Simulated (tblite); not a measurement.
# Geometry relaxation, with input and output: C3H11NSSi (part 2 of 2)

The same run, continued: C3H11NSSi, SMILES CC(C)N[SiH2]S; GFN2-xTB geometry optimisation, gas phase (tblite 0.8.0). It belongs to a series of runs on one base structure; here: H on C replaced by CH3.

Geometry of the input (Å):
```
C  -1.2634  1.5557  0.5976
C  -0.6117  0.5250  -0.3228
C  -1.4433  -0.7268  -0.4199
N  0.6033  0.1752  0.3690
Si 1.6037  -1.0465  -0.4522
S  3.5379  -0.9713  0.4838
H  -1.8451  2.2959  0.0298
H  -1.8081  1.0899  1.4287
H  -0.4174  2.0992  1.0764
H  -0.4748  0.9222  -1.3184
H  -0.8108  -1.5292  -0.8682
H  -2.3727  -0.6107  -1.0003
H  -1.6968  -1.0189  0.6288
H  0.4648  -0.0447  1.3835
H  1.0588  -2.4015  -0.3544
H  1.7316  -0.6842  -1.8815
H  3.7369  0.3827  0.9092
```

Trajectory as extended XYZ, continued
```
17
Properties=species:S:1:pos:R:3:forces:R:3 step=59 energy=-543.91751
C    -1.1967    1.5891    0.5543   -0.0190  -0.0070   0.0250
C    -0.6345    0.4199   -0.2453    0.0150   0.0280  -0.0330
C    -1.6537   -0.7133   -0.3680    0.0340   0.0190   0.0060
N     0.6065   -0.0234    0.3580   -0.0340  -0.0170  -0.0240
Si    1.7447   -1.0112   -0.4489    0.0350   0.0070   0.0230
S     3.4915   -1.0112    0.8095   -0.0070   0.0200  -0.0400
H    -2.0928    1.9763    0.0787   -0.0210   0.0200  -0.0140
H    -1.4512    1.2660    1.5602   -0.0250  -0.0040   0.0710
H    -0.4626    2.3873    0.6197    0.0160   0.0100   0.0070
H    -0.3866    0.7747   -1.2505    0.0310  -0.0530  -0.0610
H    -1.2465   -1.4999   -0.9979   -0.0360  -0.0210  -0.0170
H    -2.5756   -0.3432   -0.8098    0.0120  -0.0370   0.0020
H    -1.8774   -1.1373    0.6088    0.0000   0.0390   0.0150
H     0.5064   -0.1363    1.3590    0.0320  -0.0040  -0.0200
H     1.4884   -2.4403   -0.6145   -0.0290  -0.0030   0.0030
H     2.0461   -0.3832   -1.7311    0.0140   0.0290   0.0490
H     3.6869    0.2984    0.8067   -0.0180  -0.0260   0.0060
17
Properties=species:S:1:pos:R:3:forces:R:3 step=63 energy=-543.92110
C    -1.2008    1.5958    0.5447    0.0200  -0.0050  -0.0180
C    -0.6347    0.4177   -0.2446   -0.0220  -0.0550  -0.0160
C    -1.6486   -0.7226   -0.3436   -0.0520  -0.0180  -0.0060
N     0.6102   -0.0180    0.3538    0.0160   0.0000   0.0200
Si    1.7528   -0.9867   -0.4691   -0.0440  -0.0110  -0.0150
S     3.4817   -1.0520    0.8056    0.0270  -0.0290  -0.0180
H    -2.1072    1.9641    0.0684    0.0400  -0.0040   0.0450
H    -1.4394    1.2895    1.5641    0.0130   0.0290  -0.0790
H    -0.4709    2.4033    0.5812   -0.0540  -0.0480   0.0280
H    -0.3947    0.7461   -1.2619    0.0220   0.0130   0.0120
H    -1.2340   -1.5410   -0.9293    0.0020   0.0290   0.0420
H    -2.5550   -0.3748   -0.8311   -0.0360   0.0010   0.0010
H    -1.9092   -1.0978    0.6448    0.0400   0.0250  -0.0110
H     0.5160   -0.1499    1.3529   -0.0060   0.0190  -0.0110
H     1.4763   -2.4072   -0.6859    0.0040   0.0290   0.0000
H     2.0544   -0.3055   -1.7230    0.0510   0.0060   0.0290
H     3.6962    0.2513    0.8618   -0.0230   0.0220  -0.0020
17
Properties=species:S:1:pos:R:3:forces:R:3 step=68 energy=-543.92419
C    -1.1991    1.5946    0.5296   -0.0140   0.0220   0.0320
C    -0.6381    0.4064   -0.2471    0.0250   0.0570   0.0010
C    -1.6611   -0.7268   -0.3289    0.0540   0.0250   0.0300
N     0.6090   -0.0222    0.3536   -0.0300  -0.0270   0.0120
Si    1.7566   -0.9717   -0.4831    0.0540   0.0290   0.0300
S     3.4802   -1.0816    0.8030   -0.0270   0.0260  -0.0420
H    -2.1179    1.9465    0.0672    0.0190   0.0070   0.0030
H    -1.4179    1.3079    1.5578   -0.0040  -0.0220  -0.0350
H    -0.4818    2.4121    0.5489    0.0030  -0.0330  -0.0220
H    -0.3910    0.7247   -1.2653   -0.0200   0.0050  -0.0190
H    -1.2396   -1.5638   -0.8775   -0.0040  -0.0300  -0.0370
H    -2.5600   -0.3885   -0.8370   -0.0080  -0.0130   0.0190
H    -1.9246   -1.0672    0.6691   -0.0360  -0.0040   0.0360
H     0.5198   -0.1534    1.3530   -0.0160   0.0080  -0.0140
H     1.4764   -2.3811   -0.7455   -0.0040  -0.0090  -0.0130
H     2.0884   -0.2458   -1.7045    0.0320  -0.0140   0.0190
H     3.6935    0.2220    0.8957   -0.0220  -0.0260  -0.0010
17
Properties=species:S:1:pos:R:3:forces:R:3 step=72 energy=-543.92589
C    -1.1965    1.5984    0.5186    0.0130  -0.0080  -0.0200
C    -0.6415    0.4030   -0.2509   -0.0090  -0.0280  -0.0010
C    -1.6667   -0.7300   -0.3124   -0.0140  -0.0260   0.0070
N     0.6018   -0.0302    0.3522    0.0240   0.0180  -0.0110
Si    1.7657   -0.9516   -0.4923   -0.0180  -0.0120  -0.0120
S     3.4711   -1.1054    0.8042    0.0200  -0.0150   0.0130
H    -2.1295    1.9320    0.0729    0.0030   0.0190   0.0000
H    -1.3845    1.3236    1.5547   -0.0210  -0.0120   0.0020
H    -0.4861    2.4205    0.5041    0.0140   0.0050  -0.0020
H    -0.3957    0.7077   -1.2738   -0.0260   0.0070  -0.0010
H    -1.2458   -1.5851   -0.8374   -0.0120   0.0300   0.0030
H    -2.5642   -0.4067   -0.8352    0.0280  -0.0030   0.0320
H    -1.9406   -1.0433    0.6935   -0.0080   0.0040  -0.0110
H     0.5078   -0.1703    1.3492   -0.0140   0.0000   0.0090
H     1.4773   -2.3519   -0.7997    0.0130   0.0160  -0.0140
H     2.1273   -0.1911   -1.6829    0.0170  -0.0090   0.0000
H     3.6932    0.1925    0.9243   -0.0100   0.0140   0.0060
17
Properties=species:S:1:pos:R:3:forces:R:3 step=76 energy=-543.92677
C    -1.1959    1.5988    0.5102   -0.0040   0.0050   0.0080
C    -0.6431    0.3973   -0.2511    0.0020   0.0120   0.0020
C    -1.6699   -0.7346   -0.2987    0.0000   0.0150   0.0010
N     0.6036   -0.0299    0.3512   -0.0080   0.0090  -0.0160
Si    1.7698   -0.9430   -0.5003    0.0150   0.0140   0.0140
S     3.4725   -1.1231    0.7995   -0.0110   0.0100   0.0050
H    -2.1323    1.9294    0.0690    0.0070   0.0070  -0.0200
H    -1.3817    1.3293    1.5482   -0.0010   0.0050   0.0100
H    -0.4881    2.4234    0.4861    0.0130  -0.0170   0.0100
H    -0.4033    0.6974   -1.2767   -0.0130  -0.0170  -0.0060
H    -1.2490   -1.5964   -0.8100   -0.0010  -0.0120   0.0110
H    -2.5614   -0.4160   -0.8316   -0.0190   0.0130  -0.0020
H    -1.9554   -1.0272    0.7095    0.0160  -0.0240   0.0050
H     0.5076   -0.1692    1.3486    0.0070  -0.0100  -0.0150
H     1.4819   -2.3352   -0.8390    0.0020   0.0020  -0.0090
H     2.1513   -0.1632   -1.6723    0.0010  -0.0060  -0.0050
H     3.6863    0.1743    0.9463   -0.0040  -0.0050   0.0090
17
Properties=species:S:1:pos:R:3:forces:R:3 step=80 energy=-543.92753
C    -1.1969    1.6002    0.5060    0.0100   0.0050  -0.0080
C    -0.6464    0.3955   -0.2519   -0.0040  -0.0080  -0.0020
C    -1.6717   -0.7376   -0.2869   -0.0030  -0.0090   0.0030
N     0.6052   -0.0229    0.3455    0.0020  -0.0250   0.0020
Si    1.7747   -0.9329   -0.5057   -0.0040   0.0070  -0.0220
S     3.4717   -1.1354    0.7965   -0.0190  -0.0140   0.0130
H    -2.1297    1.9345    0.0591    0.0150   0.0040   0.0030
H    -1.3851    1.3337    1.5452   -0.0050   0.0160  -0.0220
H    -0.4825    2.4190    0.4797    0.0000  -0.0020   0.0190
H    -0.4162    0.6855   -1.2823    0.0060   0.0100  -0.0020
H    -1.2478   -1.6071   -0.7830   -0.0100   0.0010  -0.0130
H    -2.5598   -0.4230   -0.8288   -0.0090  -0.0170   0.0170
H    -1.9603   -1.0210    0.7231    0.0040   0.0010   0.0090
H     0.5077   -0.1721    1.3413    0.0100  -0.0020  -0.0020
H     1.4832   -2.3181   -0.8695    0.0020  -0.0010   0.0060
H     2.1681   -0.1449   -1.6676    0.0010   0.0120  -0.0150
H     3.6788    0.1587    0.9683    0.0060   0.0230   0.0150
17
Properties=species:S:1:pos:R:3:forces:R:3 step=84 energy=-543.92896
C    -1.1902    1.6017    0.4999   -0.0060  -0.0100   0.0140
C    -0.6519    0.3904   -0.2560    0.0120   0.0030  -0.0090
C    -1.6807   -0.7407   -0.2783    0.0090   0.0040   0.0050
N     0.6023   -0.0292    0.3360   -0.0200   0.0030  -0.0320
Si    1.7826   -0.9239   -0.5137    0.0110  -0.0460  -0.0480
S     3.4609   -1.1356    0.8120   -0.0040   0.0960   0.0180
H    -2.1180    1.9442    0.0495    0.0220   0.0320   0.0000
H    -1.3855    1.3386    1.5373   -0.0250  -0.0160   0.0210
H    -0.4649    2.4110    0.4845   -0.0080   0.0050  -0.0320
H    -0.4307    0.6782   -1.2896    0.0220  -0.0150   0.0130
H    -1.2674   -1.6079   -0.7867   -0.0040  -0.0040  -0.0230
H    -2.5784   -0.4216   -0.8016   -0.0040  -0.0160   0.0160
H    -1.9511   -1.0318    0.7346    0.0050   0.0170   0.0120
H     0.5081   -0.1815    1.3310    0.0030   0.0010   0.0260
H     1.4940   -2.3088   -0.8842    0.0040   0.0130  -0.0040
H     2.1966   -0.1343   -1.6687   -0.0190   0.0080   0.0120
H     3.6674    0.1634    0.9829    0.0000  -0.0760   0.0100
17
Properties=species:S:1:pos:R:3:forces:R:3 step=89 energy=-543.93111
C    -1.1847    1.6015    0.4886    0.0020   0.0060  -0.0120
C    -0.6582    0.3791   -0.2602   -0.0080  -0.0010   0.0040
C    -1.6908   -0.7488   -0.2522   -0.0070  -0.0030  -0.0050
N     0.6020   -0.0375    0.3176    0.0100  -0.0020   0.0170
Si    1.7960   -0.9072   -0.5398   -0.0140   0.0170   0.0180
S     3.4417   -1.1426    0.8245   -0.0070  -0.0550  -0.0070
H    -2.0949    1.9667    0.0209   -0.0070   0.0050   0.0000
H    -1.4056    1.3454    1.5236    0.0050  -0.0120  -0.0170
H    -0.4445    2.3976    0.4805    0.0110  -0.0080  -0.0080
H    -0.4484    0.6505   -1.2998    0.0080   0.0120  -0.0030
H    -1.2915   -1.6246   -0.7581    0.0050   0.0060   0.0060
H    -2.5962   -0.4344   -0.7648   -0.0090   0.0010   0.0120
H    -1.9474   -1.0229    0.7693    0.0180  -0.0010  -0.0020
H     0.5222   -0.1834    1.3155    0.0030  -0.0040  -0.0060
H     1.5059   -2.2789   -0.9489    0.0160  -0.0190  -0.0050
H     2.2377   -0.0928   -1.6665   -0.0220   0.0160   0.0020
H     3.6496    0.1444    1.0386   -0.0040   0.0410   0.0060
17
Properties=species:S:1:pos:R:3:forces:R:3 step=93 energy=-543.93172
C    -1.1808    1.6026    0.4827   -0.0030   0.0010  -0.0070
C    -0.6621    0.3757   -0.2629    0.0120   0.0080  -0.0110
C    -1.6966   -0.7505   -0.2465    0.0130   0.0100   0.0050
N     0.5991   -0.0422    0.3134   -0.0150   0.0100  -0.0010
Si    1.7997   -0.9000   -0.5450   -0.0010  -0.0190   0.0010
S     3.4310   -1.1478    0.8341    0.0150   0.0320   0.0020
H    -2.0905    1.9730    0.0179   -0.0060  -0.0050  -0.0010
H    -1.3988    1.3469    1.5180    0.0010   0.0110  -0.0010
H    -0.4356    2.3939    0.4685    0.0080  -0.0060   0.0070
H    -0.4527    0.6457   -1.3031    0.0000  -0.0090  -0.0090
H    -1.3019   -1.6260   -0.7554    0.0000  -0.0040  -0.0140
H    -2.6089   -0.4356   -0.7464    0.0050   0.0010   0.0040
H    -1.9394   -1.0255    0.7777    0.0060  -0.0010   0.0150
H     0.5211   -0.1941    1.3101   -0.0110   0.0000   0.0130
H     1.5182   -2.2717   -0.9632    0.0110   0.0010  -0.0120
H     2.2486   -0.0742   -1.6611   -0.0240   0.0050   0.0110
H     3.6426    0.1418    1.0502   -0.0110  -0.0350   0.0000
17
Properties=species:S:1:pos:R:3:forces:R:3 step=97 energy=-543.93234
C    -1.1798    1.6045    0.4741    0.0100  -0.0010   0.0050
C    -0.6636    0.3736   -0.2663   -0.0010  -0.0100   0.0050
C    -1.6974   -0.7523   -0.2363   -0.0030  -0.0120  -0.0020
N     0.5978   -0.0424    0.3111    0.0120  -0.0130   0.0060
Si    1.8007   -0.8954   -0.5498    0.0030   0.0080   0.0090
S     3.4269   -1.1565    0.8341   -0.0020  -0.0160  -0.0140
H    -2.0891    1.9783    0.0103    0.0210  -0.0090  -0.0080
H    -1.3992    1.3512    1.5100    0.0070   0.0180  -0.0030
H    -0.4274    2.3889    0.4582   -0.0170   0.0130   0.0100
H    -0.4559    0.6361   -1.3088   -0.0040  -0.0090  -0.0010
H    -1.3055   -1.6316   -0.7421   -0.0060   0.0060   0.0000
H    -2.6132   -0.4419   -0.7330    0.0070   0.0020   0.0060
H    -1.9339   -1.0192    0.7922    0.0110  -0.0020  -0.0110
H     0.5205   -0.1980    1.3077   -0.0240   0.0050  -0.0040
H     1.5311   -2.2619   -0.9928   -0.0010   0.0070   0.0020
H     2.2480   -0.0493   -1.6507   -0.0090   0.0020  -0.0040
H     3.6328    0.1281    1.0711   -0.0060   0.0130   0.0050
17
Properties=species:S:1:pos:R:3:forces:R:3 step=101 energy=-543.93280
C    -1.1740    1.6059    0.4651    0.0040   0.0020   0.0000
C    -0.6653    0.3674   -0.2688    0.0020   0.0050   0.0050
C    -1.7015   -0.7556   -0.2255    0.0020   0.0070   0.0000
N     0.5951   -0.0491    0.3089   -0.0030   0.0000   0.0020
Si    1.8064   -0.8849   -0.5554   -0.0030   0.0030  -0.0100
S     3.4179   -1.1674    0.8394    0.0160  -0.0020  -0.0080
H    -2.0845    1.9770    0.0024    0.0040  -0.0020  -0.0070
H    -1.3869    1.3632    1.5043   -0.0100  -0.0020   0.0080
H    -0.4227    2.3909    0.4421    0.0030   0.0050  -0.0150
H    -0.4618    0.6209   -1.3143    0.0030  -0.0040   0.0040
H    -1.3174   -1.6381   -0.7308    0.0060  -0.0040  -0.0080
H    -2.6203   -0.4446   -0.7151   -0.0100   0.0040   0.0010
H    -1.9281   -1.0171    0.8061   -0.0020  -0.0080   0.0050
H     0.5116   -0.2074    1.3042    0.0010  -0.0100   0.0070
H     1.5463   -2.2439   -1.0252   -0.0100   0.0000   0.0030
H     2.2554   -0.0197   -1.6411    0.0000   0.0000   0.0050
H     3.6228    0.1146    1.0926   -0.0030   0.0040   0.0080
17
Properties=species:S:1:pos:R:3:forces:R:3 step=106 energy=-543.93314
C    -1.1711    1.6063    0.4632   -0.0110   0.0050  -0.0090
C    -0.6641    0.3663   -0.2685   -0.0080  -0.0090   0.0040
C    -1.7019   -0.7553   -0.2237   -0.0060  -0.0120   0.0040
N     0.5950   -0.0513    0.3107    0.0050  -0.0100   0.0080
Si    1.8064   -0.8859   -0.5553    0.0050   0.0040   0.0160
S     3.4262   -1.1657    0.8324   -0.0090   0.0010  -0.0170
H    -2.0773    1.9788   -0.0057   -0.0180   0.0060  -0.0060
H    -1.3923    1.3649    1.5018    0.0130   0.0120  -0.0150
H    -0.4185    2.3902    0.4391    0.0050  -0.0060   0.0100
H    -0.4611    0.6160   -1.3150    0.0090   0.0070   0.0090
H    -1.3214   -1.6354   -0.7377   -0.0130   0.0150   0.0060
H    -2.6257   -0.4404   -0.7031    0.0180  -0.0040   0.0050
H    -1.9204   -1.0228    0.8087    0.0020  -0.0060  -0.0130
H     0.5079   -0.2119    1.3053    0.0080  -0.0110   0.0030
H     1.5460   -2.2439   -1.0279   -0.0050   0.0020   0.0040
H     2.2521   -0.0139   -1.6358    0.0050   0.0040  -0.0170
H     3.6132    0.1162    1.1005   -0.0010   0.0020   0.0080
17
Properties=species:S:1:pos:R:3:forces:R:3 step=110 energy=-543.93369
C    -1.1697    1.6092    0.4561    0.0020   0.0030   0.0000
C    -0.6623    0.3628   -0.2650   -0.0010   0.0020   0.0010
C    -1.7003   -0.7581   -0.2183    0.0020   0.0010   0.0000
N     0.5955   -0.0546    0.3181    0.0070   0.0020  -0.0060
Si    1.8066   -0.8803   -0.5571   -0.0060   0.0030  -0.0190
S     3.4371   -1.1635    0.8153   -0.0030   0.0060  -0.0050
H    -2.0668    1.9888   -0.0253   -0.0040  -0.0060  -0.0020
H    -1.4049    1.3731    1.4923    0.0010   0.0050   0.0020
H    -0.4097    2.3863    0.4411    0.0010  -0.0050  -0.0030
H    -0.4551    0.6071   -1.3119    0.0030   0.0070   0.0060
H    -1.3257   -1.6326   -0.7447   -0.0080  -0.0040   0.0010
H    -2.6284   -0.4384   -0.6847    0.0020   0.0000  -0.0020
H    -1.9074   -1.0358    0.8134   -0.0010  -0.0010   0.0000
H     0.5064   -0.2226    1.3114    0.0060  -0.0060  -0.0030
H     1.5422   -2.2375   -1.0320    0.0050   0.0110   0.0070
H     2.2388   -0.0050   -1.6432   -0.0030  -0.0140   0.0200
H     3.5965    0.1134    1.1235   -0.0020  -0.0020   0.0040
17
Properties=species:S:1:pos:R:3:forces:R:3 step=114 energy=-543.93381
C    -1.1689    1.6103    0.4522    0.0010  -0.0010   0.0010
C    -0.6634    0.3606   -0.2645    0.0000  -0.0020   0.0000
C    -1.7023   -0.7593   -0.2128   -0.0020  -0.0020  -0.0020
N     0.5949   -0.0569    0.3172    0.0030   0.0050   0.0010
Si    1.8081   -0.8751   -0.5616    0.0050   0.0000   0.0080
S     3.4347   -1.1695    0.8135    0.0000   0.0070   0.0000
H    -2.0696    1.9844   -0.0273    0.0020  -0.0050   0.0080
H    -1.3967    1.3807    1.4915   -0.0030   0.0050  -0.0040
H    -0.4102    2.3884    0.4270    0.0000  -0.0020  -0.0010
H    -0.4572    0.6027   -1.3121    0.0000  -0.0010   0.0000
H    -1.3293   -1.6375   -0.7341    0.0000   0.0000  -0.0030
H    -2.6293   -0.4408   -0.6821   -0.0030   0.0000   0.0010
H    -1.9108   -1.0323    0.8199   -0.0010   0.0060  -0.0010
H     0.5059   -0.2304    1.3096    0.0040  -0.0040  -0.0020
H     1.5460   -2.2282   -1.0472    0.0010   0.0020  -0.0010
H     2.2471    0.0104   -1.6348   -0.0010  -0.0020  -0.0060
H     3.5940    0.1045    1.1347   -0.0050  -0.0070   0.0000
```

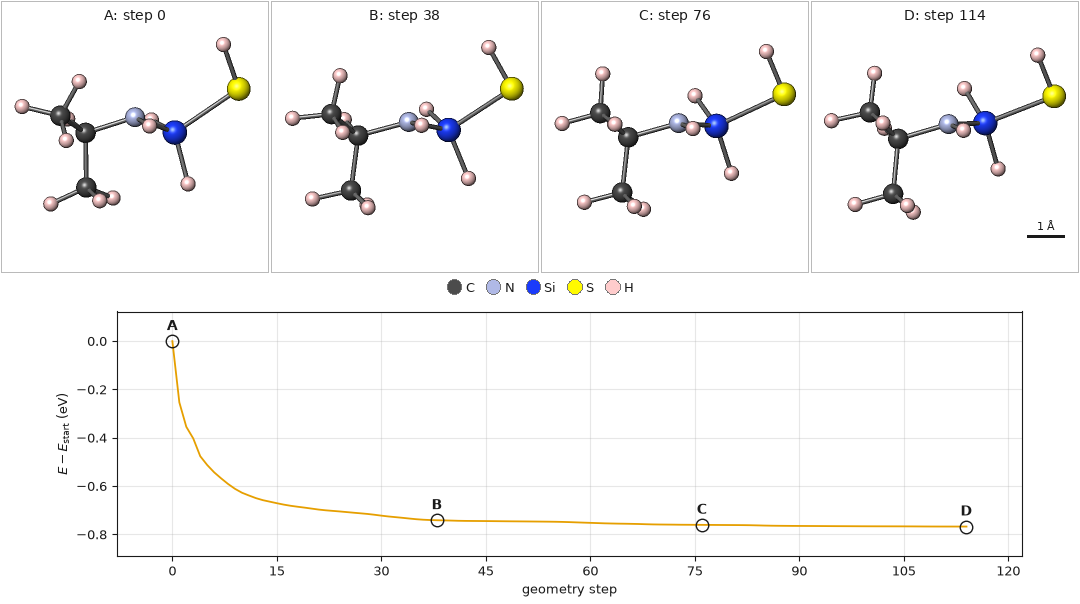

*Frames of the relaxation (ball-and-stick view, seen at a tilt) above the curves, on which the letters mark them (steps are counted from 0).*

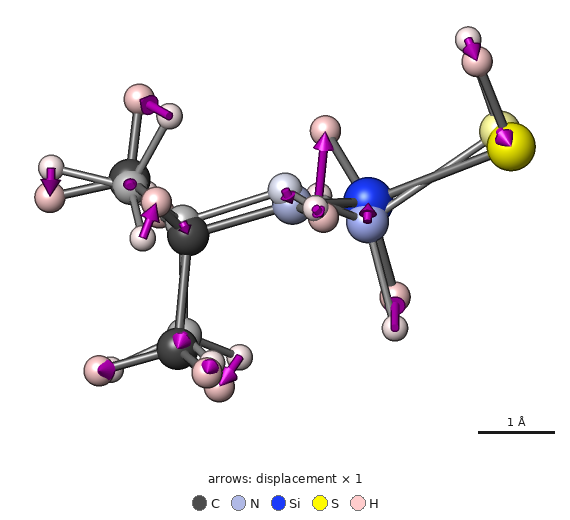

*Start (faint) and end (solid) with the displacements as pink arrows, at true length (ball-and-stick view, seen at a tilt). The two geometries are laid on each other by the best rigid fit.*

H16 moves most after the best rigid fit: 0.89 Å. Largest moves by element: H 0.89 Å, S 0.37 Å, C 0.34 Å, Si 0.29 Å, N 0.24 Å. Among the contacts that change: S6–H17 1.433 → 1.323 Å, N4–Si5 1.780 → 1.707 Å, N4–H14 1.047 → 1.011 Å, C3–H11 1.116 → 1.087 Å. Among the angles that change: Si5–S6–H17 106.7° → 96.6°, N4–C2–H10 115.1° → 106.5°, C2–N4–Si5 114.8° → 123.3°. Over 114 geometry steps the energy falls by 0.767 eV. Largest force component: 2 eV/Å at the start, 0.008 eV/Å at the end. (Atoms are counted from 1 in the order of the input.)

Summary

```tsv
quantity	value
outcome	converged
total energy	−543.9338 eV
wall time	1.3 s
peak memory	0.18 GiB
```
